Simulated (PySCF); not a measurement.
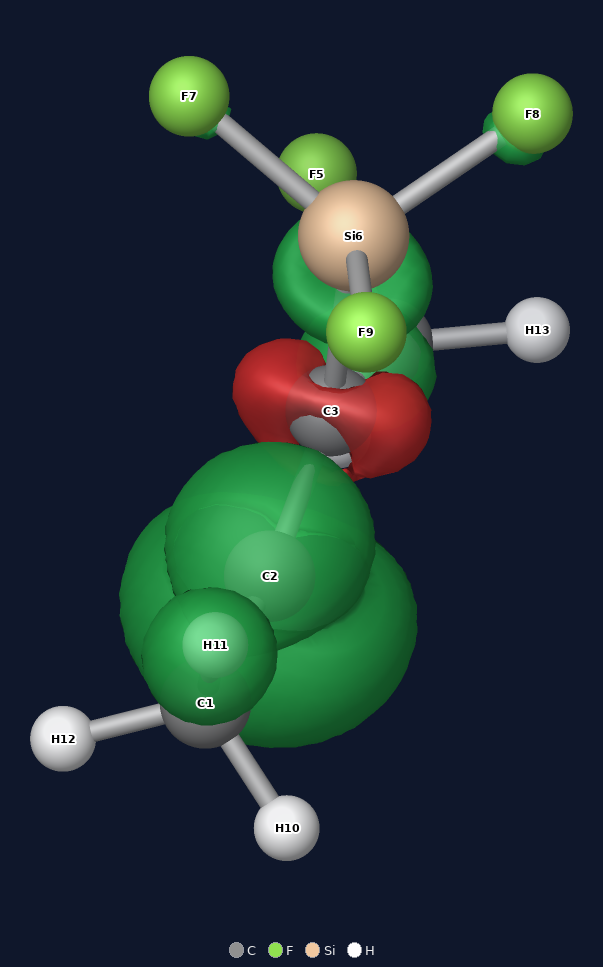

*C4H5F4Si (SMILES C/[C]=C(/CF)[Si](F)(F)F) (doublet). Isosurfaces of the spin density (α minus β) at +0.03 (green) and −0.03 e/Å³ (red), seen at an oblique angle.*

Geometry: GFN2-xTB.

Computed with PySCF, UKS B3LYP, pcH-1 on C F H Si, non-relativistic, mean-field spin-orbit, GIAO.

```xyz
14

C     2.2082   -0.0766   -0.6412
C     0.9131   -0.6494   -0.3434
C    -0.3043   -0.3598    0.0220
C    -1.3664   -1.4325    0.1581
F    -2.0613   -1.2793    1.3326
Si   -0.8796    1.3875    0.4394
F    -0.8700    1.7845    1.9729
F    -2.3368    1.7329   -0.0813
F     0.0606    2.4768   -0.2384
H     2.5224   -0.3720   -1.6428
H     2.1919    1.0182   -0.5925
H     2.9472   -0.4462    0.0700
H    -2.1031   -1.3535   -0.6497
H    -0.9225   -2.4312    0.1722
```

> Describe the spin distribution.

The unpaired spin (1 electron) lies mostly on C2 (about 0.7) and C1 (about 0.1), in electrons by Hirshfeld's partition.
